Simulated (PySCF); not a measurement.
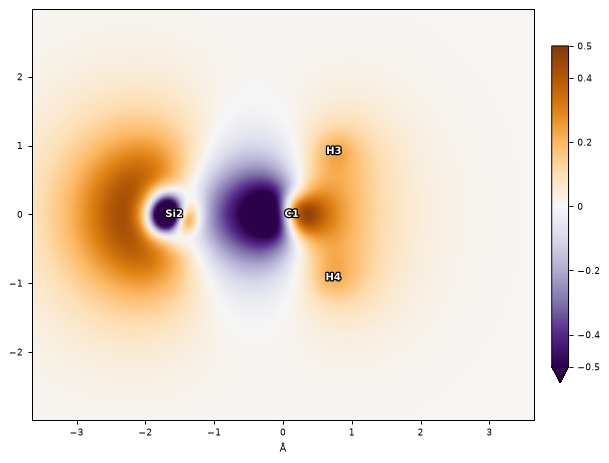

Figure 1: CH2Si (SMILES C=[Si]). The HOMO−1 on the molecular plane (values in Å⁻³ᐟ²; the overall sign is arbitrary).

Geometry: PBE0-D3(BJ)/def2-SVP.

All numbers below come from Gaussian-basis quantum chemistry of an isolated molecule with PySCF, energy and nuclear gradient, functional PBE0 in PySCF 2.14.0.

```xyz
4

C    -0.1612    0.6607    0.3587
Si    1.0353   -0.5600    0.2704
H    -0.8428    0.7864    1.2130
H    -0.3262    1.4023   -0.4372
```

Describe this orbital and give its energy.

Answer. By Hirshfeld shares it lies mainly on Si2 (about 70 %) and C1 (about 25 %); it is symmetric in the molecular plane (an in-plane orbital: σ, lone-pair or in-plane π type). Its energy is −7.74 eV.
